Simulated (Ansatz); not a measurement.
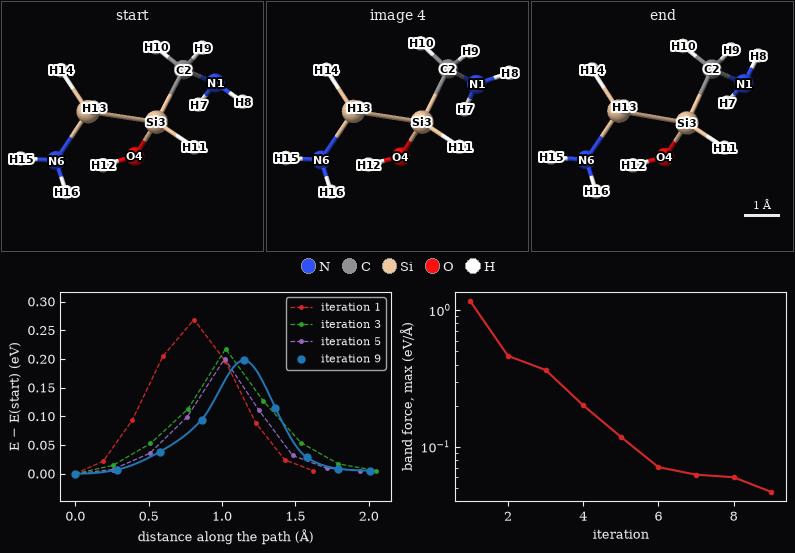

NEB run on CH10N2OSi2. Images are numbered from 0 (start) to 8 (end). The plot follows the band through its iterations. A ball-and-stick model, seen from a free direction.

Theory: RKS B3LYP-D4/def2-SVP (Ansatz 0.2.0). Run with 7 movable images; climbing image; force threshold 0.05 eV/Å; iteration limit 18; starting path by image-dependent pair potential.

**Judge this run.**

The result is final at these settings. The band converged in 9 iterations. The largest component of the band force went from 1.2 to 0.047 eV/Å. The climbing image converged on the top of the path. Its vibrational analysis gives one imaginary mode (622i cm⁻¹), as a transition state must have. The first iteration put the highest image at 0.269 eV. Forward barrier 0.198 eV, backward barrier 0.192 eV, with image 4 at the top; the reaction energy is +0.005 eV.

The run took 8.9 min on 2 threads of Intel(R) Xeon(R) Platinum 8259CL CPU @ 2.50GHz (Skylake/Cascade Lake), with other jobs on the host, peak memory 0.44 GiB.
